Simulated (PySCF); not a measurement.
**CBr4, SMILES `BrC(Br)(Br)Br`: what the electrons do**

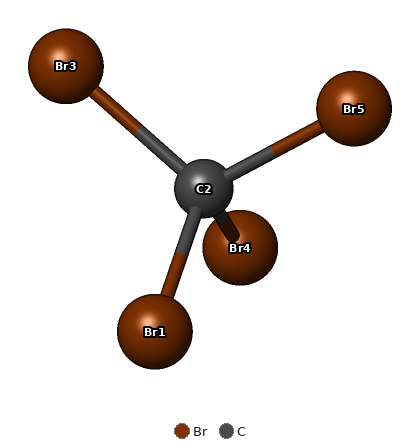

The molecule, with its atoms numbered as below. No frequency check shows the geometry to be a minimum.

Cartesian coordinates (Å):

```
Br1     -1.1206   -1.2355    0.9917
C2       0.0002   -0.0003   -0.0000
Br3     -1.1206    1.2355   -0.9917
Br4      1.1206   -0.9919   -1.2352
Br5      1.1206    0.9919    1.2352
```

## 1. Bonding charge

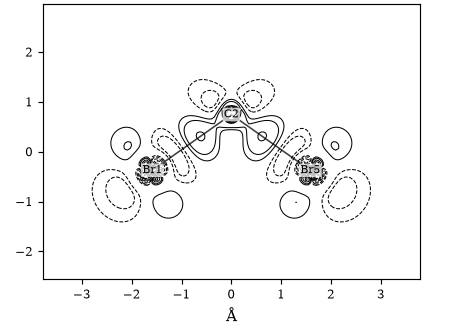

Deformation density (molecule less spherical, spin-averaged free atoms) in the plane of Br1, C2 and Br5; contours at ±0.05 to ±0.8 e/Å³; solid lines: gain, dashed lines: loss.

Computed with PySCF, PBE/def2-TZVP, geometry: GFN2-xTB.

**How much density has each bond in this plane gained at its critical point, relative to the free atoms?**

Br1–C2 and C2–Br5: +0.18 e/Å³ at the bond critical point (bond length 1.94 Å, Mayer order 1.1). In all, 1.2 electrons gather in the regions of gain relative to the promolecule.

**Where do the Hirshfeld charges lie?**

The highest Hirshfeld charge is on C2 (+0.03 e), the lowest on Br1, Br3, Br4 and Br5 (−0.01 e).

```
atom  charge (e)
 Br1       −0.01
  C2       +0.03
 Br3       −0.01
 Br4       −0.01
 Br5       −0.01
```

## 2. Bond critical points

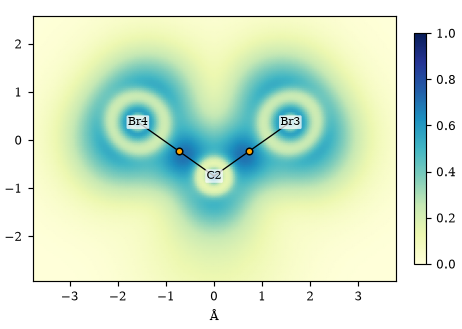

Localised orbital locator (LOL) in the plane of C2, Br3 and Br4, with bond paths and bond critical points (dots).

**Rank the bonds in the plane by LOL at their critical points.**

C2–Br4 and C2–Br3: about 0.68. Values above 0.5 mark slow, localised electrons, as in shared pairs; low values at a critical point mark a polar or closed-shell contact whose critical point lies between the shells.

## 3. Local ionisation energy

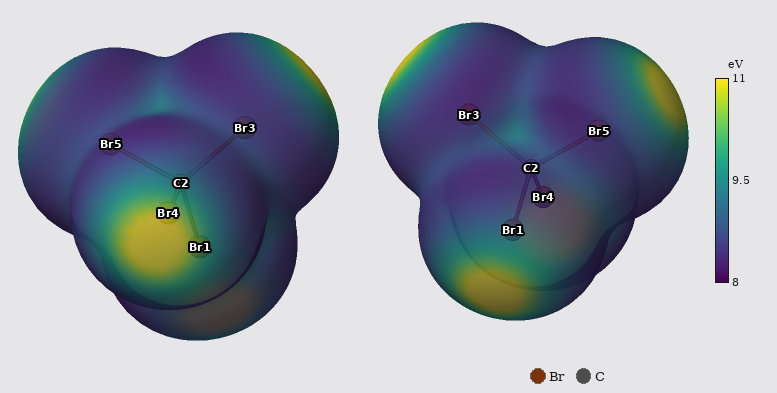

Average local ionisation energy on the surface of electron density 0.001 a.u. (back view left, front view right).

**Locate the minima of the map.**

The lowest value is 8.3 eV, 2.2 Å from Br3, and at like points elsewhere. For comparison, the highest occupied orbital lies at −7.0 eV.

**What volume does the surface enclose, and what is the dipole moment?**

About 157 Å³; the dipole moment is 0.0 D.

## 4. In an electric field

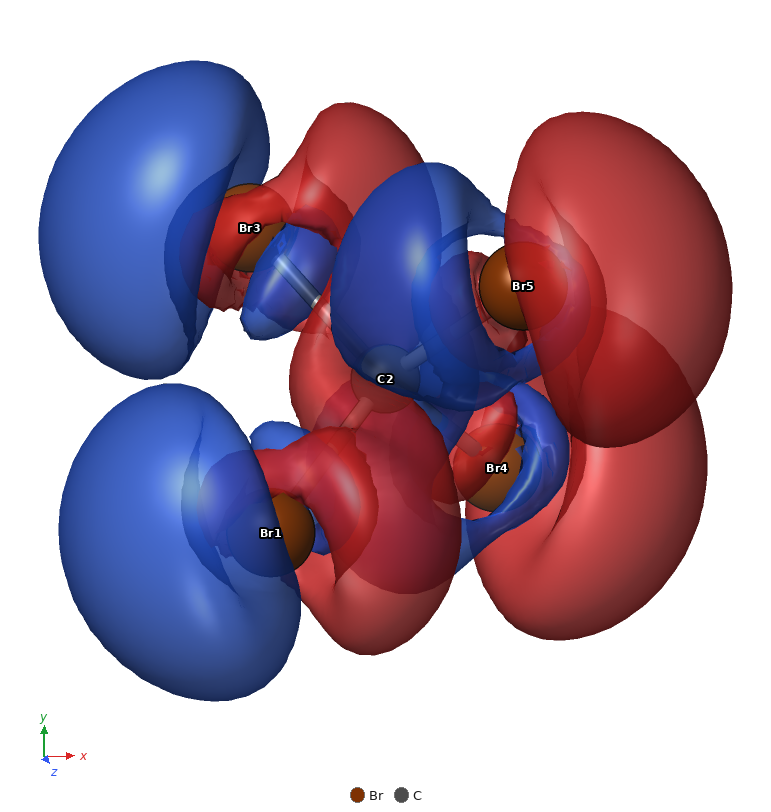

Change of the electron density in a uniform field of 0.21 V/Å, surfaces at ±0.001 e/Å³ (blue: gain, red: loss).

Method: PBE/def2-TZVP; geometry: GFN2-xTB; program: PySCF. A basis without diffuse functions makes polarisabilities too small.

**Along which Cartesian direction does the field point?**

Along +x: electrons gather on the −x side, against the field.

**How large is the response?**

The induced dipole is 0.95 D (along the field); α along this axis, from the fields in both directions, is 93 bohr³ (13.9 Å³).

**Which atoms gain and lose the most charge?**

Electrons gather most on Br1 and Br3 alike (Hirshfeld charge changes by −0.019 e) and leave Br4 and Br5 alike most (+0.019 e); 0.075 electrons are displaced in all.

The PySCF runs shown took 52 s and 2.2 min on 1 thread of Arm Neoverse V1, on a shared host.
